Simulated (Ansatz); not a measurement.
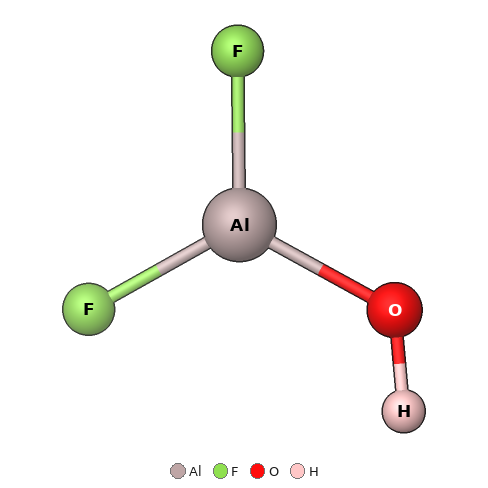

All atoms lie in one plane, which faces the viewer. The computed structure is the end point of a PBE0-D4/def2-TZVP optimisation.

> Which symmetry elements does this geometry have?

It has 1 mirror plane, so the point group is Cs. The group has 2 operations. The geometry is achiral, and symmetry allows a dipole moment.
